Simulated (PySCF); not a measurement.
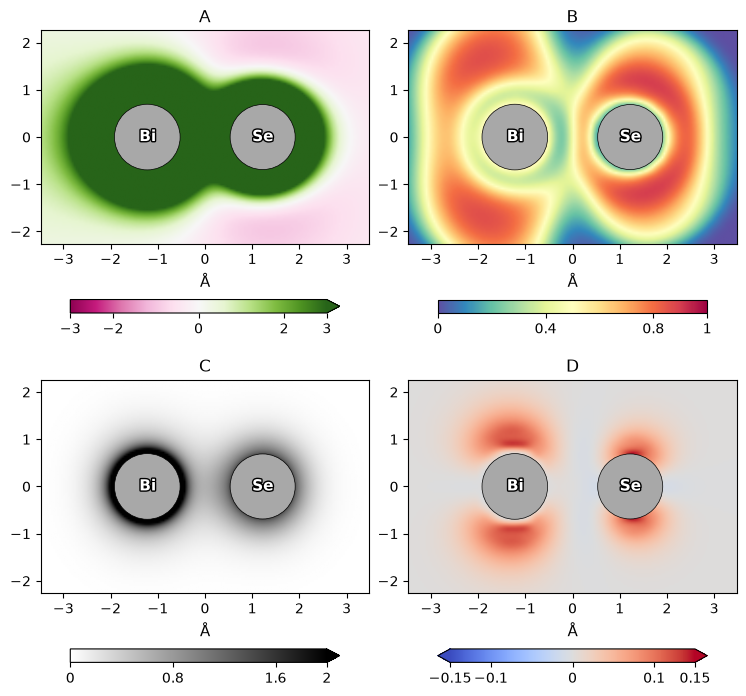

BiSe (doublet): 4 fields on a plane that holds the molecular axis, with unlabelled colour scales. Grey discs cover the atomic cores.

Core potentials replace the inner electrons of Bi.

These are results of PySCF 2.14.0, PBE0/def2-SVP, non-relativistic Hamiltonian with scalar-relativistic core potentials where named, at a bond length of 2.444 Å, not measurements.

Q: Match the panels to the quantities (electron density, electron localisation function, electrostatic potential and spin density).

A: Panel A: electrostatic potential (strongly positive close to the atoms, with negative regions outside electron-rich atoms). Panel B: electron localisation function. Panel C: electron density. Panel D: spin density (confined to the atoms that carry the unpaired spin). From the grid: Bi–Se (2.44 Å): ρ at the midpoint is about 0.61 e/Å³; the ELF peaks at about 0.65 in the valence shell of Se, 1.0 Å from its nucleus, and drops to about 0.25 between the two atoms.
